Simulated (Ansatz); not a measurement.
# NH₃F (doublet): correlated methods under varied settings at distance N1–H4 along a hydrogen transfer = 1.111 Å

What do other methods and options give for NH₃F (doublet) at this geometry, and how long do they take?

Program: Ansatz 0.2.0, Gaussian basis. Level of theory: the settings change from run to run. These are calculated values, not measurements.

11 further runs of the same task are left out: 1 for a known fault of the program, 2 for a mislabelled method, 6 that didn't finish, 2 set aside as unsound or not needed.

## 1. The geometry

The geometry derives from fragments relaxed apart (PBE0/def2-TZVP) and kept rigid, so it is no stationary point. A hydrogen atom is moved between rigid fragments.

5 atoms, charge 0, spin multiplicity 2.

Atoms are counted from 1 here; the program's logs count them from 0.

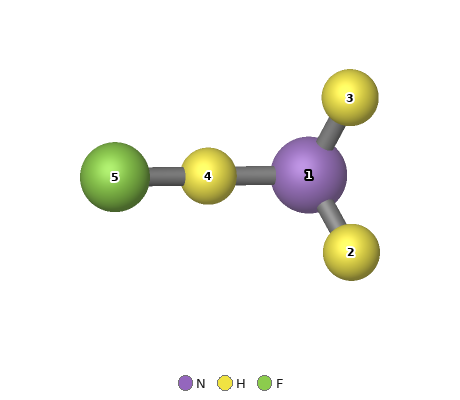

The geometry (nitrogen purple, hydrogen yellow, fluorine green); atoms are numbered from 1 in the order of the file.

## 2. CCSD on UHF/def2-mTZVP

Contents of in.yaml:

```yaml
crystal:
  periodic: [false, false, false]
  atoms:
    - {symbol: N, position_ang: [-1.143945, -0.015822, -0.024626]}
    - {symbol: H, position_ang: [-1.441225, 0.952012, -0.024625]}
    - {symbol: H, position_ang: [-1.441225, -0.418121, 0.855634]}
    - {symbol: H, position_ang: [-0.032945, -0.015821, -0.024626]}
    - {symbol: F, position_ang: [0.998055, -0.015821, -0.024626]}
basis:
  gaussian: {orbitals: def2-mTZVP}
magnetization: {spin_polarized: true, initial_magnetization: 1}
correlation: {method: ccsd, electrons: all}
```

Command:

```
$ ansatz run in.yaml --threads 1 --pin off --events-out ev --progress --plain --max-ram 2393MiB
```

The log of the run, shortened:

```text
Functional definition: HF
  name "HF"
  cite "Fock, Z. Phys. 61, 126 (1930) doi:10.1007/BF01340294"
  parent pbe
[...]
410 factors; integrals over basis functions are off by at most 1.1e-3 eV
[...]
mean field -4233.78875255 eV, -155.5888668909 hartree, gradient 3.0e-6 eV, S^2 0.761100; 6 other end points of the search recorded, 0 dependent functions left out
determinant -4233.78875255 eV, -155.5888668909 hartree, with singles and doubles -4245.05965223 eV, -156.0030648145 hartree
determinant -4231.79691625 eV, -155.5156682571 hartree, with singles and doubles -4243.28897185 eV, -155.9379935109 hartree
determinant -4231.03244555 eV, -155.4875744773 hartree, with singles and doubles -4241.74553619 eV, -155.8812732968 hartree
determinant -4230.87570133 eV, -155.4818142334 hartree, with singles and doubles -4241.46873913 eV, -155.8711011921 hartree
reference -4233.78875255 eV, -155.5888668909 hartree; 10, 9 occupied and 37, 38 virtual orbitals, 410 factors
second order -10.78564706 eV of doubles, -0.00000000 eV of singles
cycle   1  -11.27249153 eV  change   -1.6e-3 eV  update   6.5e-3
[...]
cycle  12  -11.28461148 eV  change    6.3e-6 eV  update   7.8e-6
Total energy: -4245.07336403 eV, -156.0035687139 hartree
```

Wall time 3.6 s (1 thread of Arm Neoverse V2, shared host).

From the report: ⟨S²⟩ of the determinant 0.761 (pure doublet: 0.75); correlation -11.2846 eV; T1 0.030; largest double amplitude 0.04.

## 3. CCSD(T) on UHF/def2-SVP

Edit in.yaml of step 2 so:

```diff
@@ -9,4 +9,5 @@
 basis:
-  gaussian: {orbitals: def2-mTZVP}
+  gaussian: {orbitals: def2-SVP}
 magnetization: {spin_polarized: true, initial_magnetization: 1}
-correlation: {method: ccsd, electrons: all}
+correlation: {method: ccsd_t, electrons: valence}
+accuracy: high
```

The command is unchanged.

The log of the run, shortened:

```text
Functional definition: HF
  name "HF"
  cite "Fock, Z. Phys. 61, 126 (1930) doi:10.1007/BF01340294"
  parent pbe
[...]
885 factors; integrals over basis functions are off by at most 3.2e-9 eV
[...]
mean field -4228.71634786 eV, -155.4024594569 hartree, gradient 5.3e-8 eV, S^2 0.760923; 6 other end points of the search recorded, 0 dependent functions left out
determinant -4228.71634786 eV, -155.4024594569 hartree, with singles and doubles -4239.08130745 eV, -155.7833646964 hartree
determinant -4226.82207337 eV, -155.3328461534 hartree, with singles and doubles -4237.36376346 eV, -155.7202461188 hartree
determinant -4225.97482834 eV, -155.3017104727 hartree, with singles and doubles -4235.85489069 eV, -155.6647960673 hartree
determinant -4225.83938922 eV, -155.2967331768 hartree, with singles and doubles -4235.63658268 eV, -155.6567733958 hartree
2 core orbitals not correlated: weight in the atoms' cores, before any rotation towards them, 1.000 or more for the frozen orbitals, at most 0.000 for the correlated occupied ones
reference -4228.71634786 eV, -155.4024594569 hartree; 8, 7 occupied and 33, 34 virtual orbitals, 885 factors
second order -9.74773578 eV of doubles, -0.00000000 eV of singles
cycle   1  -10.36646983 eV  change   -1.5e-3 eV  update   6.3e-3
[...]
cycle  26  -10.37945372 eV  change  -8.6e-10 eV  update  5.6e-10
perturbative correction -0.16961935 eV, -0.0062333963 hartree
Total energy: -4239.26542094 eV, -155.7901307421 hartree
```

Run time: 4.7 s. Hardware: 1 thread of Arm Neoverse V2, shared host.

From the report: ⟨S²⟩ of the determinant 0.761 (pure doublet: 0.75); correlation -10.5491 eV; T1 0.035; largest double amplitude 0.04.

## 4. BCCD(T)/cc-pVDZ

Edit in.yaml of step 3 so:

```diff
@@ -9,5 +9,7 @@
 basis:
-  gaussian: {orbitals: def2-SVP}
+  gaussian: {orbitals: cc-pVDZ}
 magnetization: {spin_polarized: true, initial_magnetization: 1}
-correlation: {method: ccsd_t, electrons: valence}
+hamiltonian: {xc: {name: PBE}}
+correlation: {method: bccd_t, electrons: outside_noble_gas}
 accuracy: high
+output: {forces: true}
```

Launched as before.

The log of the run, shortened:

```text
Functional definition: PBE
  name "PBE"
  cite "Perdew, Burke & Ernzerhof, Phys. Rev. Lett. 77, 3865 (1996) doi:10.1103/PhysRevLett.77.3865"
  parent pbe
[...]
883 factors; integrals over basis functions are off by at most 3.5e-9 eV
[...]
mean field -4248.62397858 eV, -156.1340513922 hartree, gradient 2.0e-8 eV, S^2 0.752262; 4 other end points of the search recorded, 0 dependent functions left out
2 core orbitals not correlated: weight in the atoms' cores, before any rotation towards them, 1.000 or more for the frozen orbitals, at most 0.000 for the correlated occupied ones
reference -4231.68845045 eV, -155.5116822125 hartree; 8, 7 occupied and 33, 34 virtual orbitals, 883 factors
second order -10.52936010 eV of doubles, -0.44244746 eV of singles
cycle   1  -10.79526281 eV  change    1.7e-1 eV  update   7.8e-2
[...]
cycle  26  -11.12563617 eV  change  -6.5e-10 eV  update  9.5e-10
perturbative correction -0.20171845 eV, -0.0074130163 hartree
[...]
Total energy: -4243.01580507 eV, -155.9279548169 hartree
Atom 0 at    -1.143945    -0.015822    -0.024626 Å, force    -4.162771    -0.204857    -0.318860 eV/Å
Atom 1 at    -1.441225     0.952012    -0.024625 Å, force    -0.468008     0.826579     0.158305 eV/Å
Atom 2 at    -1.441225    -0.418121     0.855634 Å, force    -0.468008    -0.199604     0.817589 eV/Å
Atom 3 at    -0.032945    -0.015821    -0.024626 Å, force     3.320180    -0.801059    -1.246859 eV/Å
Atom 4 at     0.998055    -0.015821    -0.024626 Å, force     1.778606     0.378941     0.589825 eV/Å
Dipole moment:    -0.758345     0.164840     0.256575 e Å
```

Run time: 23 s. Hardware: 1 thread of Arm Neoverse V2, shared host; peak memory 0.35 GiB.

From the report: ⟨S²⟩ of the determinant 0.752 (pure doublet: 0.75); correlation -11.3274 eV; largest double amplitude 0.04.

## 5. BCCD(T)/6-31G

Edit in.yaml of step 4 so:

```diff
@@ -9,7 +9,6 @@
 basis:
-  gaussian: {orbitals: cc-pVDZ}
+  gaussian: {orbitals: 6-31G}
 magnetization: {spin_polarized: true, initial_magnetization: 1}
-hamiltonian: {xc: {name: PBE}}
-correlation: {method: bccd_t, electrons: outside_noble_gas}
-accuracy: high
+hamiltonian: {xc: {name: B3LYP}}
+correlation: {method: bccd_t, electrons: valence}
 output: {forces: true}
```

Launched as before.

The log of the run, shortened:

```text
Functional definition: B3LYP
  name "B3LYP"
  cite "Stephens, Devlin, Chabalowski & Frisch, J. Phys. Chem. 98, 11623 (1994) doi:10.1021/j100096a001"
  cite "Becke, Phys. Rev. A 38, 3098 (1988) doi:10.1103/PhysRevA.38.3098"
  cite "Lee, Yang & Parr, Phys. Rev. B 37, 785 (1988) doi:10.1103/PhysRevB.37.785"
  cite "Vosko, Wilk & Nusair, Can. J. Phys. 58, 1200 (1980) doi:10.1139/p80-159"
[...]
303 factors; integrals over basis functions are off by at most 2.4e-4 eV
[...]
mean field -4251.79822457 eV, -156.2507027807 hartree, gradient 3.0e-6 eV, S^2 0.753812; 2 other end points of the search recorded, 0 dependent functions left out
2 core orbitals not correlated: weight in the atoms' cores, before any rotation towards them, 1.000 or more for the frozen orbitals, at most 0.000 for the correlated occupied ones
reference -4230.28055233 eV, -155.4599429109 hartree; 8, 7 occupied and 14, 15 virtual orbitals, 303 factors
second order -6.54953910 eV of doubles, -0.26712251 eV of singles
cycle   1  -6.65491032 eV  change    1.6e-1 eV  update   6.5e-2
[...]
cycle  17  -6.92090014 eV  change    6.9e-7 eV  update   6.2e-7
perturbative correction -0.09315964 eV, -0.0034235536 hartree
[...]
Total energy: -4237.29461210 eV, -155.7177048534 hartree
Atom 0 at    -1.143945    -0.015822    -0.024626 Å, force    -4.008038     0.372549     0.579878 eV/Å
Atom 1 at    -1.441225     0.952012    -0.024625 Å, force    -0.626024     0.919308    -0.306456 eV/Å
Atom 2 at    -1.441225    -0.418121     0.855634 Å, force    -0.626023    -0.660856     0.708740 eV/Å
Atom 3 at    -0.032945    -0.015821    -0.024626 Å, force     1.961445    -1.042097    -1.622037 eV/Å
Atom 4 at     0.998055    -0.015821    -0.024626 Å, force     3.298639     0.411096     0.639874 eV/Å
Dipole moment:    -0.839185     0.220000     0.342433 e Å
```

It took 2.8 s on 1 thread of Arm Neoverse V2, shared host.

From the report: ⟨S²⟩ of the determinant 0.754 (pure doublet: 0.75); correlation -7.0141 eV; largest double amplitude 0.04.

## 6. NEVPT2(3,7)/6-31G*

Edit in.yaml of step 5 so:

```diff
@@ -9,6 +9,6 @@
 basis:
-  gaussian: {orbitals: 6-31G}
-magnetization: {spin_polarized: true, initial_magnetization: 1}
-hamiltonian: {xc: {name: B3LYP}}
-correlation: {method: bccd_t, electrons: valence}
-output: {forces: true}
+  gaussian: {orbitals: "6-31G*", point_charges: [{charge: -0.50, position_ang: [5.899, 0.842, 0.732]}]}
+magnetization: {spin_polarized: false, initial_magnetization: 1}
+correlation: {method: sc_nevpt2, electrons: valence, active_space: {window: {electrons: 3, orbitals: 7}}}
+accuracy: high
+scf: {lower_state_search: light}
```

Launched as before.

The log of the run:

```text
Functional definition: HF
  name "HF"
  cite "Fock, Z. Phys. 61, 126 (1930) doi:10.1007/BF01340294"
  parent pbe
  exchange = exact_x
  correlation = 0
689 factors; integrals over basis functions are off by at most 2.6e-9 eV
mean field evaluation 1: about -4229.8785 eV, gradient 2.8e1 eV
mean field evaluation 2: about -4229.8796 eV, gradient 2.8e1 eV
mean field evaluation 4: about -4231.3156 eV, gradient 3.6e0 eV
mean field evaluation 8: about -4231.3524 eV, gradient 5.1e-4 eV
mean field evaluation 16: about -4231.3305 eV, gradient 7.3e-1 eV
mean field -4231.35238352 eV, -155.4993319806 hartree, gradient 2.0e-8 eV, S^2 0.750000; 4 other end points of the search recorded, 0 dependent functions left out
reference -4231.35238352 eV, -155.4993319806 hartree; 10, 9 occupied and 26, 27 virtual orbitals, 689 factors
state -4232.17458622 eV, -155.5295473725 hartree
state -4232.17458622 eV, -155.5295473725 hartree; corrected -4240.47409241 eV, -155.8345485997 hartree
Total energy: -4240.47409241 eV, -155.8345485997 hartree
```

It took 2.7 s on 1 thread of Arm Neoverse V2, shared host.

From the report: 147 determinants; active occupations 1.97, 1.00, 0.02, 0.00, 0.00, 0.00, 0.00.

## 7. MP2 on UHF/STO-3G

Contents of in.yaml:

```yaml
crystal:
  periodic: [false, false, false]
  atoms:
    - {symbol: N, position_ang: [-1.143945, -0.015822, -0.024626]}
    - {symbol: H, position_ang: [-1.441225, 0.952012, -0.024625]}
    - {symbol: H, position_ang: [-1.441225, -0.418121, 0.855634]}
    - {symbol: H, position_ang: [-0.032945, -0.015821, -0.024626]}
    - {symbol: F, position_ang: [0.998055, -0.015821, -0.024626]}
basis:
  gaussian: {orbitals: STO-3G}
magnetization: {spin_polarized: true, initial_magnetization: 1}
correlation: {method: mp2, electrons: outside_noble_gas}
```

Launched as before.

The log of the run:

```text
Functional definition: HF
  name "HF"
  cite "Fock, Z. Phys. 61, 126 (1930) doi:10.1007/BF01340294"
  parent pbe
  exchange = exact_x
  correlation = 0
172 factors; integrals over basis functions are off by at most 2.9e-5 eV
mean field evaluation 1: about -4171.0838 eV, gradient 1.3e1 eV
mean field evaluation 2: about -4171.1472 eV, gradient 1.3e1 eV
mean field evaluation 4: about -4172.8787 eV, gradient 2.2e0 eV
mean field evaluation 8: about -4173.3940 eV, gradient 7.3e-1 eV
mean field evaluation 16: about -4173.4070 eV, gradient 2.9e-6 eV
mean field evaluation 32: about -4172.3532 eV, gradient 6.7e-1 eV
mean field -4173.40700726 eV, -153.3698786800 hartree, gradient 2.9e-6 eV, S^2 0.780796; 6 other end points of the search recorded, 0 dependent functions left out
2 core orbitals not correlated: weight in the atoms' cores, before any rotation towards them, 1.000 or more for the frozen orbitals, at most 0.000 for the correlated occupied ones
reference -4173.40700726 eV, -153.3698786800 hartree; 8, 7 occupied and 3, 4 virtual orbitals, 172 factors
second order -1.44164681 eV of doubles, -0.00000000 eV of singles
Total energy: -4174.84865407 eV, -153.4228582229 hartree
```

Wall time 0.09 s (1 thread of Arm Neoverse V2, shared host).

From the report: ⟨S²⟩ of the determinant 0.781 (pure doublet: 0.75).

## 8. CCSD(T) on ROHF/cc-pVDZ

Edit in.yaml of step 7 so:

```diff
@@ -9,4 +9,5 @@
 basis:
-  gaussian: {orbitals: STO-3G}
-magnetization: {spin_polarized: true, initial_magnetization: 1}
-correlation: {method: mp2, electrons: outside_noble_gas}
+  gaussian: {orbitals: cc-pVDZ}
+magnetization: {spin_polarized: false, initial_magnetization: 1}
+correlation: {method: ccsd_t, electrons: outside_noble_gas}
+scf: {lower_state_search: off}
```

Launched as before.

The log of the run, shortened:

```text
Functional definition: HF
  name "HF"
  cite "Fock, Z. Phys. 61, 126 (1930) doi:10.1007/BF01340294"
  parent pbe
[...]
391 factors; integrals over basis functions are off by at most 1.6e-3 eV
[...]
mean field -4232.29156536 eV, -155.5338462767 hartree, gradient 1.5e-6 eV, S^2 0.750000; 0 other end points of the search recorded, 0 dependent functions left out
2 core orbitals not correlated: weight in the atoms' cores, before any rotation towards them, 1.000 or more for the frozen orbitals, at most 0.000 for the correlated occupied ones
reference -4232.29156536 eV, -155.5338462767 hartree; 8, 7 occupied and 33, 34 virtual orbitals, 391 factors
second order -9.81979895 eV of doubles, -0.08673609 eV of singles
cycle   1  -10.21350462 eV  change   -3.1e-1 eV  update   7.4e-2
[...]
cycle  16  -10.57695631 eV  change    8.8e-6 eV  update   6.9e-6
perturbative correction -0.17548275 eV, -0.0064488720 hartree
Total energy: -4243.04400442 eV, -155.9289911239 hartree
Checks for a lower state left out: stability, starts, cluster_reference, orbital_swaps, neighbouring_geometries, increment
```

Run time: 1.1 s. Hardware: 1 thread of Arm Neoverse V2, shared host.

From the report: correlation -10.7524 eV; T1 0.047; largest double amplitude 0.04.

## 9. CCSDT on ROHF/6-31G

Edit in.yaml of step 8 so:

```diff
@@ -9,5 +9,6 @@
 basis:
-  gaussian: {orbitals: cc-pVDZ}
+  gaussian: {orbitals: 6-31G, point_charges: [{charge: -1.00, position_ang: [5.384, 0.414, 0.801]}]}
 magnetization: {spin_polarized: false, initial_magnetization: 1}
-correlation: {method: ccsd_t, electrons: outside_noble_gas}
-scf: {lower_state_search: off}
+correlation: {method: ccsdt, electrons: outside_noble_gas}
+accuracy: high
+output: {forces: true}
```

Launched as before.

The log of the run, shortened:

```text
Functional definition: HF
  name "HF"
  cite "Fock, Z. Phys. 61, 126 (1930) doi:10.1007/BF01340294"
  parent pbe
[...]
522 factors; integrals over basis functions are off by at most 4.0e-9 eV
[...]
mean field -4230.13751534 eV, -155.4546863985 hartree, gradient 2.3e-8 eV, S^2 0.750000; 9 other end points of the search recorded, 0 dependent functions left out
[...]
determinant -4230.13751534 eV, -155.4546863985 hartree, with singles and doubles -4236.86305386 eV, -155.7018453805 hartree
determinant -4228.43202127 eV, -155.3920106473 hartree, with singles and doubles -4235.28738103 eV, -155.6439404721 hartree
determinant -4228.34478337 eV, -155.3888047137 hartree, with singles and doubles -4234.15614596 eV, -155.6023683500 hartree
2 core orbitals not correlated: weight in the atoms' cores, before any rotation towards them, 1.000 or more for the frozen orbitals, at most 0.000 for the correlated occupied ones
reference -4230.13751534 eV, -155.4546863985 hartree; 8, 7 occupied and 14, 15 virtual orbitals, 522 factors
second order -6.16076687 eV of doubles, -0.06077585 eV of singles
cycle   1  -6.34032340 eV  change   -1.2e-1 eV  update   8.5e-2
[...]
cycle  34  -6.83970559 eV  change   3.1e-10 eV  update   1.5e-9
[...]
Total energy: -4236.97722093 eV, -155.7060409429 hartree
Atom 0 at    -1.143945    -0.015822    -0.024626 Å, force    -3.809602     0.130669     0.201934 eV/Å
Atom 1 at    -1.441225     0.952012    -0.024625 Å, force    -0.408770     0.949929    -0.192354 eV/Å
Atom 2 at    -1.441225    -0.418121     0.855634 Å, force    -0.407228    -0.571111     0.783360 eV/Å
Atom 3 at    -0.032945    -0.015821    -0.024626 Å, force     1.216131    -0.887837    -1.378319 eV/Å
Atom 4 at     0.998055    -0.015821    -0.024626 Å, force     3.302403     0.354912     0.543643 eV/Å
Dipole moment:    -0.617970     0.227469     0.354879 e Å
```

Wall time 37 s (1 thread of Arm Neoverse V2, shared host); peak memory 0.38 GiB.

From the report: correlation -6.8397 eV; T1 0.057; largest double amplitude 0.04.

## 10. The runs in one table

Where basis and cores are those of an earlier UCCSDT(Q)/cc-pVDZ run (-4243.0852 eV), and the state is the same kind, the miss against it is given.

```csv
level,correlated,functions,energy (eV),from UCCSDT(Q) (meV),time
CCSD on UHF/def2-mTZVP,all,47,-4245.0734,,3.6 s
CCSD(T) on UHF/def2-SVP,valence,43,-4239.2654,,4.7 s
BCCD(T)/cc-pVDZ (on PBE orbitals),outside noble gas,43,-4243.0158,69.4,23 s
BCCD(T)/6-31G (on B3LYP orbitals),valence,24,-4237.2946,,2.8 s
"NEVPT2(3,7)/6-31G* (beside a point charge)",valence,36,-4240.4741,,2.7 s
MP2 on UHF/STO-3G,outside noble gas,13,-4174.8487,,0.09 s
CCSD(T) on ROHF/cc-pVDZ,outside noble gas,43,-4243.0440,41.2,1.1 s
CCSDT on ROHF/6-31G (beside a point charge),outside noble gas,24,-4236.9772,,37 s
```

## 11. Outcome

| quantity | value |
| --- | --- |
| runs | 8 |
| quickest | MP2 on UHF/STO-3G, 0.09 s |
| slowest | CCSDT on ROHF/6-31G (beside a point charge), 37 s |

In words: Total energies in different bases, with other cores or another treatment of relativity can't be set against each other. CCSDT on ROHF/6-31G (beside a point charge) took 411 times as long as MP2 on UHF/STO-3G; the jobs differ in more than the method. Among the correlated runs with a miss given, it spans +41 to +69 meV. Cores frozen from Kohn-Sham orbitals shift the total energy.
